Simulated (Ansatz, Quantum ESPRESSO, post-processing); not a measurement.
# Work function of Ba(100), 5 layers, one monolayer of Au on top sites, part 5 of 6

Wanted: work functions and the surface dipole of Ba(100), 5 layers, one monolayer of Au on top sites at several levels, with their cost.

Quantum ESPRESSO 7.5; plane-wave DFT, PBE, GBRV ultrasoft pseudopotentials; geometry and cross-check by Ansatz 0.2.0 with PAW datasets.

So far. Step 8 (Ground state: open boundaries by the effective …): The upper level is 5.341 eV against 5.330 eV from the periodic run. Step 9 (SCF with pw.x: rev-vdW-DF2, GBRV ultrasoft): The upper face goes from 5.341 eV (PBE, GBRV) to 5.565 eV, a change of +0.225 eV.

## 10. Self-consistent run: LDA, GBRV ultrasoft

Level of this step: plane-wave DFT, LDA, GBRV ultrasoft pseudopotentials (Quantum ESPRESSO 7.5).

Contents of gbrv-lda.in:

```
&control
  prefix = 'gbrv-lda'
  outdir = './out'
  pseudo_dir = './pseudo'
  calculation = 'scf'
  tprnfor = .true.
/
&system
  ibrav = 0
  nat = 6
  ntyp = 2
  ecutwfc = 40
  ecutrho = 200
  occupations = 'smearing'
  smearing = 'mv'
  degauss = 0.02
  assume_isolated = 'esm'
  esm_bc = 'bc1'
/
&electrons
  conv_thr = 1e-07
  mixing_beta = 0.4
  electron_maxstep = 120
  mixing_mode = 'local-TF'
/
ATOMIC_SPECIES
  Ba  137.3270  ba_lda_v1.uspp.F.UPF
  Au  196.9666  au_lda_v1.uspp.F.UPF
CELL_PARAMETERS angstrom
  5.02000000000000 0.00000000000000 0.00000000000000
  0.00000000000000 5.02000000000000 0.00000000000000
  0.00000000000000 0.00000000000000 29.04000000000000
ATOMIC_POSITIONS crystal
  Ba  0.000000000000 0.000000000000 -0.234529297158
  Ba  0.500000000000 0.500000000000 -0.148096790258
  Ba  0.000000000000 0.000000000000 -0.061664283358
  Ba  0.500000000000 0.500000000000 0.026960693908
  Ba  0.000000000000 0.000000000000 0.137987995220
  Au  0.000000000000 0.000000000000 0.234529297158
K_POINTS automatic
  6 6 1 0 0 0
```

On the command line:

```console
OMP_NUM_THREADS=1 mpirun -n 4 pw.x -nk 2 -in gbrv-lda.in > gbrv-lda.out
```

What it wrote:

```text
[banner, memory and clock lines left out]
Program PWSCF v.7.5 starts
[citation notice left out]

[...]
Message from routine setup:
[...]
bravais-lattice index     =            0
     lattice parameter (alat)  =       9.4864  a.u.
     unit-cell volume          =    4938.5636 (a.u.)^3
     number of atoms/cell      =            6
     number of atomic types    =            2
     number of electrons       =        61.00
     number of Kohn-Sham states=           37
     kinetic-energy cutoff     =      40.0000  Ry
     charge density cutoff     =     200.0000  Ry
     scf convergence threshold =      1.0E-07
     mixing beta               =       0.4000
     number of iterations used =            8  local-TF  mixing
     Exchange-correlation= SLA  PZ   NOGX NOGC
                           (   1   1   0   0   0   0   0)

     Effective Screening Medium Method
     Boundary Conditions: Vacuum-Slab-Vacuum
     total charge in unit cell        =   0.0000
     grid points for fit at edges     =        4

[...]
PseudoPot. # 1 for Ba read from file:
     ./pseudo/ba_lda_v1.uspp.F.UPF
     Pseudo is Ultrasoft + core correction, Zval = 10.0
     Generated by new atomic code, or converted to UPF format
     Using radial grid of  907 points,  7 beta functions with:
                l(1) =   0
                l(2) =   0
                l(3) =   1
                l(4) =   1
                l(5) =   2
                l(6) =   2
                l(7) =   3
     Q(r) pseudized with  6 coefficients,  rinner =    1.700   1.700   1.700
                                                       1.700   1.700   1.700
                                                       1.700

     PseudoPot. # 2 for Au read from file:
     ./pseudo/au_lda_v1.uspp.F.UPF
     Pseudo is Ultrasoft + core correction, Zval = 11.0
     Generated by new atomic code, or converted to UPF format
     Using radial grid of  985 points,  7 beta functions with:
                l(1) =   0
                l(2) =   0
                l(3) =   1
                l(4) =   1
                l(5) =   2
                l(6) =   2
                l(7) =   3
     Q(r) pseudized with  6 coefficients,  rinner =    1.900   1.900   1.900
                                                       1.900   1.900   1.900
                                                       1.900

     atomic species   valence    mass     pseudopotential
     Ba               10.00   137.32700     Ba( 1.00)
     Au               11.00   196.96660     Au( 1.00)

      8 Sym. Ops. (no inversion) found

[...]
number of k points=    10  Marzari-Vanderbilt smearing, width (Ry)=  0.0200
[...]
Dense  grid:   236071 G-vectors     FFT dimensions: (  45,  45, 250)

     Smooth grid:   168565 G-vectors     FFT dimensions: (  40,  40, 225)

     Check: negative core charge=   -0.000003

     Initial potential from superposition of free atoms

     starting charge      60.9364, renormalised to      61.0000

     negative rho (up, down):  4.944E-01 0.000E+00
     Starting wfcs are   74 randomized atomic wfcs

     per-process dynamical memory:   141.5 Mb

     Self-consistent Calculation

     iteration #  1     ecut=    40.00 Ry     beta= 0.40
     Davidson diagonalization with overlap
     ethr =  1.00E-02,  avg # of iterations =  1.0

     negative rho (up, down):  4.821E-01 0.000E+00

     total energy              =    -466.40277581 Ry
     estimated scf accuracy    <       1.27758144 Ry

     iteration #  2     ecut=    40.00 Ry     beta= 0.40
[...]
negative rho (up, down):  4.606E-01 0.000E+00

[...]
total energy              =    -466.35680690 Ry
     estimated scf accuracy    <       0.59481555 Ry

     iteration #  3     ecut=    40.00 Ry     beta= 0.40
[...]
negative rho (up, down):  4.671E-01 0.000E+00

[...]
total energy              =    -466.38304806 Ry
     estimated scf accuracy    <       0.08272643 Ry

     iteration #  4     ecut=    40.00 Ry     beta= 0.40
[...]
negative rho (up, down):  4.636E-01 0.000E+00

[...]
total energy              =    -466.41317868 Ry
     estimated scf accuracy    <       0.11745565 Ry

     iteration #  5     ecut=    40.00 Ry     beta= 0.40
[...]
negative rho (up, down):  4.605E-01 0.000E+00

[...]
total energy              =    -466.41225239 Ry
     estimated scf accuracy    <       0.08895750 Ry

     iteration #  6     ecut=    40.00 Ry     beta= 0.40
[...]
negative rho (up, down):  4.610E-01 0.000E+00

[...]
total energy              =    -466.41618970 Ry
     estimated scf accuracy    <       0.11132109 Ry

[...]
iteration # 54     ecut=    40.00 Ry     beta= 0.40
[...]
negative rho (up, down):  4.602E-01 0.000E+00

[...]
total energy              =    -466.43107686 Ry
     estimated scf accuracy    <       0.00000077 Ry

     iteration # 55     ecut=    40.00 Ry     beta= 0.40
[...]
negative rho (up, down):  4.602E-01 0.000E+00

[...]
total energy              =    -466.43107004 Ry
     estimated scf accuracy    <       0.00000057 Ry

     iteration # 56     ecut=    40.00 Ry     beta= 0.40
[...]
negative rho (up, down):  4.602E-01 0.000E+00

[...]
total energy              =    -466.43106772 Ry
     estimated scf accuracy    <       0.00000011 Ry

     iteration # 57     ecut=    40.00 Ry     beta= 0.40
[...]
c_bands:  1 eigenvalues not converged
[...]
negative rho (up, down):  4.602E-01 0.000E+00

[...]
End of self-consistent calculation

          k = 0.0000 0.0000 0.0000 ( 21211 PWs)   bands (ev):

   -33.6283 -33.2851 -33.0049 -32.9764 -32.9140 -18.7634 -18.6612 -18.6612
   -18.4113 -18.3677 -18.3677 -18.1798 -18.1178 -18.1178 -18.1024 -18.1024
   -18.0935 -18.0034 -17.9324 -17.9324  -6.7586  -6.5835  -6.5615  -6.5615
    -6.1737  -6.1240  -6.0623  -5.6276  -4.9818  -4.4964  -4.4404  -4.3803
    -3.9772  -3.3584  -3.2704  -2.6420  -2.4595

          k = 0.0000 0.1667 0.0000 ( 21161 PWs)   bands (ev):

   -33.6276 -33.2842 -33.0035 -32.9758 -32.9144 -18.7639 -18.6829 -18.6575
   -18.4144 -18.3955 -18.3609 -18.1736 -18.1396 -18.1300 -18.1150 -18.0980
   -18.0878 -17.9874 -17.9455 -17.9425  -6.7156  -6.5764  -6.5604  -6.3827
    -6.1593  -6.0702  -5.9446  -5.4974  -4.8828  -4.4083  -4.2793  -4.2330
    -3.8914  -3.4008  -3.2659  -2.8750  -2.7798

[...]
the Fermi energy is    -4.0710 ev

!    total energy              =    -466.43106583 Ry
     estimated scf accuracy    <       0.00000005 Ry
     smearing contrib. (-TS)   =      -0.00442393 Ry
     internal energy E=F+TS    =    -466.42664189 Ry

     The total energy is F=E-TS. E is the sum of the following terms:
     one-electron contribution =    5259.98049616 Ry
     hartree contribution      =   -2631.12100532 Ry
     xc contribution           =    -199.67296201 Ry
     ewald contribution        =   -2895.61317072 Ry

     convergence has been achieved in  57 iterations

     negative rho (up, down):  4.602E-01 0.000E+00

     Forces acting on atoms (cartesian axes, Ry/au):

     atom    1 type  1   force =     0.00000000    0.00000000    0.00473675
     atom    2 type  1   force =     0.00000000    0.00000000    0.00656765
     atom    3 type  1   force =     0.00000000    0.00000000   -0.00410513
     atom    4 type  1   force =     0.00000000    0.00000000   -0.00216296
     atom    5 type  1   force =     0.00000000    0.00000000    0.00930106
     atom    6 type  2   force =     0.00000000    0.00000000   -0.01426051

     Total force =     0.019416     Total SCF correction =     0.000698

[...]
```

Run time: 8.7 min. Hardware: 4 MPI ranks of Intel Xeon Platinum 8259CL at 2.50GHz (Skylake/Cascade Lake), shared host; peak memory 2 GiB; 35 min of CPU time.

Numbers from this step:

| Property | Result |
| --- | --- |
| free energy | -6346.1179 eV |
| Fermi energy | -4.071 eV |
| vacuum line at the lower end of the cell, over the Fermi level | 2.525 eV |
| vacuum line at the upper end of the cell, over the Fermi level | 5.617 eV |

The potential energy, planar mean oscillates, so the rows of the table below give means over windows of 2.56 Å about each position, cut where the curve ends. Its maxima inside the range that stand out by 2 % of the span (Å: eV): -5.6: -0.410, -3.0: -0.321, -0.6: -0.276, 2.3: 1.23, 6.8: 3.86. Its minima: -6.8: -3.57, -4.3: -3.07, -1.9: -3.16, 0.7: -3.42, 4.0: -3.68, 7.3: 3.62.

Electrostatic potential energy of an electron; zero at the Fermi level. Table of potential energy, planar mean by z; means over each step:

| z (Å) | potential energy, planar mean (eV) |
| --- | --- |
| -13.24 | 2.52 |
| -10.68 | 2.48 |
| -8.12 | 0.0312 |
| -5.56 | -2.04 |
| -3.00 | -1.91 |
| -0.44 | -1.94 |
| 2.12 | -0.595 |
| 4.68 | -0.653 |
| 7.24 | 4.10 |
| 9.80 | 5.60 |
| 12.36 | 5.62 |

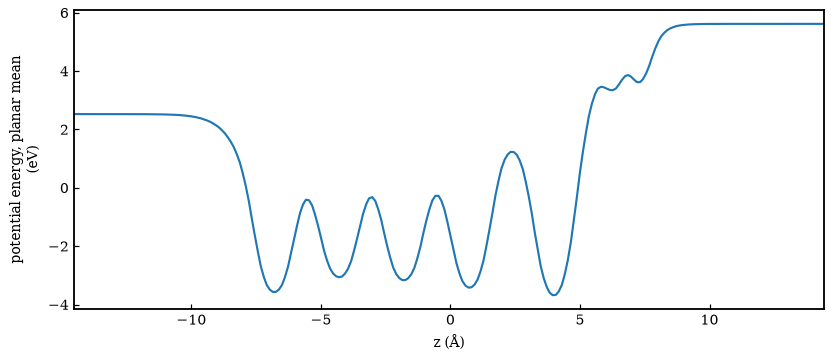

Potential energy, planar mean against z.

The upper face goes from 5.341 eV (PBE, GBRV) to 5.617 eV, a change of +0.276 eV.

## 11. Self-consistent run: RPBE, GBRV ultrasoft

Level of this step: plane-wave DFT, RPBE, GBRV ultrasoft pseudopotentials made under PBE (Quantum ESPRESSO 7.5). input_dft overrides the functional of the files.

gbrv-rpbe.in is the input of step 10 with these lines changed:

```diff
@@ -1,3 +1,3 @@
 &control
-  prefix = 'gbrv-lda'
+  prefix = 'gbrv-rpbe'
   outdir = './out'
@@ -13,2 +13,3 @@
   ecutrho = 200
+  input_dft = 'rpbe'
   occupations = 'smearing'
@@ -26,4 +27,4 @@
 ATOMIC_SPECIES
-  Ba  137.3270  ba_lda_v1.uspp.F.UPF
-  Au  196.9666  au_lda_v1.uspp.F.UPF
+  Ba  137.3270  ba_pbe_v1.uspp.F.UPF
+  Au  196.9666  au_pbe_v1.uspp.F.UPF
 CELL_PARAMETERS angstrom
```

On the command line:

```console
OMP_NUM_THREADS=1 mpirun -n 4 pw.x -nk 2 -in gbrv-rpbe.in > gbrv-rpbe.out
```

What it wrote:

```text
[banner, memory and clock lines left out]
Program PWSCF v.7.5 starts
[citation notice left out]

[...]
Message from routine setup:
[...]
bravais-lattice index     =            0
     lattice parameter (alat)  =       9.4864  a.u.
     unit-cell volume          =    4938.5636 (a.u.)^3
     number of atoms/cell      =            6
     number of atomic types    =            2
     number of electrons       =        61.00
     number of Kohn-Sham states=           37
     kinetic-energy cutoff     =      40.0000  Ry
     charge density cutoff     =     200.0000  Ry
     scf convergence threshold =      1.0E-07
     mixing beta               =       0.4000
     number of iterations used =            8  local-TF  mixing
     Exchange-correlation= RPBE
                           (   1   4  44   4   0   0   0)

     Effective Screening Medium Method
     Boundary Conditions: Vacuum-Slab-Vacuum
     total charge in unit cell        =   0.0000
     grid points for fit at edges     =        4

[...]
PseudoPot. # 1 for Ba read from file:
     ./pseudo/ba_pbe_v1.uspp.F.UPF
     Pseudo is Ultrasoft + core correction, Zval = 10.0
     Generated by new atomic code, or converted to UPF format
     Using radial grid of  907 points,  7 beta functions with:
                l(1) =   0
                l(2) =   0
                l(3) =   1
                l(4) =   1
                l(5) =   2
                l(6) =   2
                l(7) =   3
     Q(r) pseudized with  6 coefficients,  rinner =    1.700   1.700   1.700
                                                       1.700   1.700   1.700
                                                       1.700

     PseudoPot. # 2 for Au read from file:
     ./pseudo/au_pbe_v1.uspp.F.UPF
     Pseudo is Ultrasoft + core correction, Zval = 11.0
     Generated by new atomic code, or converted to UPF format
     Using radial grid of  985 points,  7 beta functions with:
                l(1) =   0
                l(2) =   0
                l(3) =   1
                l(4) =   1
                l(5) =   2
                l(6) =   2
                l(7) =   3
     Q(r) pseudized with  6 coefficients,  rinner =    1.900   1.900   1.900
                                                       1.900   1.900   1.900
                                                       1.900

     atomic species   valence    mass     pseudopotential
     Ba               10.00   137.32700     Ba( 1.00)
     Au               11.00   196.96660     Au( 1.00)

      8 Sym. Ops. (no inversion) found

[...]
number of k points=    10  Marzari-Vanderbilt smearing, width (Ry)=  0.0200
[...]
Dense  grid:   236071 G-vectors     FFT dimensions: (  45,  45, 250)

     Smooth grid:   168565 G-vectors     FFT dimensions: (  40,  40, 225)

     Check: negative core charge=   -0.000003

     Initial potential from superposition of free atoms

     starting charge      60.9249, renormalised to      61.0000

     negative rho (up, down):  4.764E-01 0.000E+00
     Starting wfcs are   74 randomized atomic wfcs

     per-process dynamical memory:   141.5 Mb

     Self-consistent Calculation

     iteration #  1     ecut=    40.00 Ry     beta= 0.40
     Davidson diagonalization with overlap
     ethr =  1.00E-02,  avg # of iterations =  1.1

     negative rho (up, down):  4.648E-01 0.000E+00

     total energy              =    -466.58801670 Ry
     estimated scf accuracy    <       1.43533364 Ry

     iteration #  2     ecut=    40.00 Ry     beta= 0.40
[...]
negative rho (up, down):  4.405E-01 0.000E+00

[...]
total energy              =    -466.53012985 Ry
     estimated scf accuracy    <       0.74342399 Ry

     iteration #  3     ecut=    40.00 Ry     beta= 0.40
[...]
negative rho (up, down):  4.457E-01 0.000E+00

[...]
total energy              =    -466.57394196 Ry
     estimated scf accuracy    <       0.10289106 Ry

     iteration #  4     ecut=    40.00 Ry     beta= 0.40
[...]
negative rho (up, down):  4.496E-01 0.000E+00

[...]
total energy              =    -466.60710331 Ry
     estimated scf accuracy    <       0.03625302 Ry

     iteration #  5     ecut=    40.00 Ry     beta= 0.40
[...]
c_bands:  1 eigenvalues not converged
[...]
negative rho (up, down):  4.450E-01 0.000E+00

[...]
total energy              =    -466.61143373 Ry
     estimated scf accuracy    <       0.17998758 Ry

     iteration #  6     ecut=    40.00 Ry     beta= 0.40
[...]
c_bands:  1 eigenvalues not converged
     c_bands:  2 eigenvalues not converged
     c_bands:  2 eigenvalues not converged
[...]
negative rho (up, down):  4.468E-01 0.000E+00

[...]
total energy              =    -466.62108945 Ry
     estimated scf accuracy    <       0.15584410 Ry

[...]
iteration # 28     ecut=    40.00 Ry     beta= 0.40
[...]
negative rho (up, down):  4.424E-01 0.000E+00

[...]
total energy              =    -466.62388173 Ry
     estimated scf accuracy    <       0.00000070 Ry

     iteration # 29     ecut=    40.00 Ry     beta= 0.40
[...]
negative rho (up, down):  4.424E-01 0.000E+00

[...]
total energy              =    -466.62388586 Ry
     estimated scf accuracy    <       0.00000033 Ry

     iteration # 30     ecut=    40.00 Ry     beta= 0.40
[...]
negative rho (up, down):  4.424E-01 0.000E+00

[...]
total energy              =    -466.62388711 Ry
     estimated scf accuracy    <       0.00000016 Ry

     iteration # 31     ecut=    40.00 Ry     beta= 0.40
[...]
negative rho (up, down):  4.424E-01 0.000E+00

[...]
End of self-consistent calculation

          k = 0.0000 0.0000 0.0000 ( 21211 PWs)   bands (ev):

   -33.3380 -32.9948 -32.7184 -32.7093 -32.6143 -18.5249 -18.4156 -18.4156
   -18.1618 -18.1229 -18.1229 -17.9274 -17.9242 -17.9242 -17.8549 -17.8526
   -17.8526 -17.7560 -17.6826 -17.6826  -6.4170  -6.2386  -6.2386  -6.2324
    -5.8554  -5.7526  -5.7483  -5.2359  -4.6547  -4.1923  -4.1138  -4.0382
    -3.6401  -3.0364  -2.9141  -2.2627  -2.0106

          k = 0.0000 0.1667 0.0000 ( 21161 PWs)   bands (ev):

   -33.3373 -32.9939 -32.7177 -32.7080 -32.6146 -18.5252 -18.4364 -18.4121
   -18.1649 -18.1493 -18.1166 -17.9435 -17.9231 -17.9172 -17.8867 -17.8487
   -17.8470 -17.7401 -17.6957 -17.6918  -6.3841  -6.2524  -6.2376  -6.0247
    -5.8409  -5.7602  -5.5668  -5.1095  -4.5505  -4.0930  -3.9666  -3.8882
    -3.5671  -3.0565  -2.9255  -2.5000  -2.3625

[...]
the Fermi energy is    -3.7389 ev

!    total energy              =    -466.62388450 Ry
     estimated scf accuracy    <       0.00000007 Ry
     smearing contrib. (-TS)   =      -0.00379861 Ry
     internal energy E=F+TS    =    -466.62008590 Ry

     The total energy is F=E-TS. E is the sum of the following terms:
     one-electron contribution =    5260.48543520 Ry
     hartree contribution      =   -2631.04381838 Ry
     xc contribution           =    -200.44853199 Ry
     ewald contribution        =   -2895.61317072 Ry

     convergence has been achieved in  31 iterations

     negative rho (up, down):  4.424E-01 0.000E+00

     Forces acting on atoms (cartesian axes, Ry/au):

     atom    1 type  1   force =     0.00000000    0.00000000   -0.00660243
     atom    2 type  1   force =     0.00000000    0.00000000    0.00615336
     atom    3 type  1   force =     0.00000000    0.00000000   -0.00349065
     atom    4 type  1   force =     0.00000000    0.00000000    0.00082569
     atom    5 type  1   force =     0.00000000    0.00000000   -0.00748315
     atom    6 type  2   force =     0.00000000    0.00000000    0.01083560

     Total force =     0.016362     Total SCF correction =     0.000703

[...]
```

It took 5.6 min on 4 MPI ranks; peak memory 2 GiB; 22 min of CPU time.

This step gave:

```
free energy                                                    : -6348.7414 eV
Fermi energy                                                   : -3.739 eV
vacuum line at the lower end of the cell, over the Fermi level : 2.254 eV
vacuum line at the upper end of the cell, over the Fermi level : 5.223 eV
```

The potential energy, planar mean oscillates, so the rows of the table below give means over windows of 2.56 Å about each position, cut where the curve ends. Its maxima inside the range that stand out by 2 % of the span (Å: eV): -5.6: -0.780, -3.0: -0.698, -0.6: -0.657, 2.3: 0.913, 6.8: 3.51. Its minima: -6.7: -3.83, -4.3: -3.33, -1.9: -3.43, 0.7: -3.71, 4.0: -4.06, 7.3: 3.24.

Electrostatic potential energy of an electron; zero at the Fermi level. Table of potential energy, planar mean by z; means over each step:

| z (Å) | potential energy, planar mean (eV) |
| --- | --- |
| -13.24 | 2.25 |
| -10.68 | 2.20 |
| -8.12 | -0.251 |
| -5.56 | -2.37 |
| -3.00 | -2.23 |
| -0.44 | -2.28 |
| 2.12 | -0.907 |
| 4.68 | -1.10 |
| 7.24 | 3.71 |
| 9.80 | 5.20 |
| 12.36 | 5.22 |

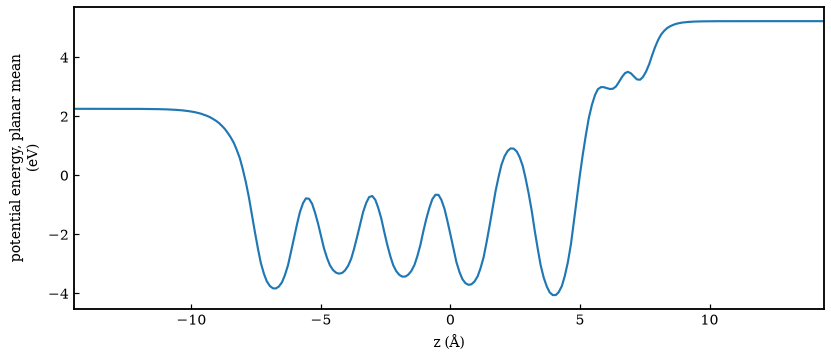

Potential energy, planar mean, plotted against z.

The upper face goes from 5.341 eV (PBE, GBRV) to 5.223 eV, a change of -0.117 eV.

## 12. All levels side by side

All levels:

| level | upper face (eV) | lower face (eV) | dipole (e Å) | CPU time (s) |
| --- | --- | --- | --- | --- |
| QE PBE GBRV, sawtooth | 5.33 | 2.362 | -0.4131 | 1420 |
| QE PBE GBRV, ESM bc1 | 5.341 | 2.35 | - | 1505 |
| QE rev-vdW-DF2 GBRV ultrasoft, ESM bc1 | 5.565 | 2.552 | - | 1910 |
| QE LDA GBRV ultrasoft, ESM bc1 | 5.617 | 2.525 | - | 2093 |
| QE RPBE GBRV ultrasoft, ESM bc1 | 5.223 | 2.254 | - | 1344 |
| Ansatz PBE PAW, sawtooth (time of the whole relaxation) | 5.336 | 2.361 | -0.4144 | 394.4 |

The times are CPU seconds on a shared host; the codes use unlike cutoffs, datasets and smearings, so their times compare unlike work.

[end of part 5 of 6]

[Logs are printed without paths, hosts, clocks, repeated set-up lines and the standing remarks that a program may print on its own settings, such as how far it seeks lower states.]

[Hosts, paths, dates, database ids (printed as entryN), source tags and the programs' standing remarks are cut or masked in the printed files.]

[Maps of the electrostatic potential energy from Ansatz leave out the sawtooth potential of an applied field or a dipole correction, so their vacuum need not be flat; planar profiles and work functions include it.]
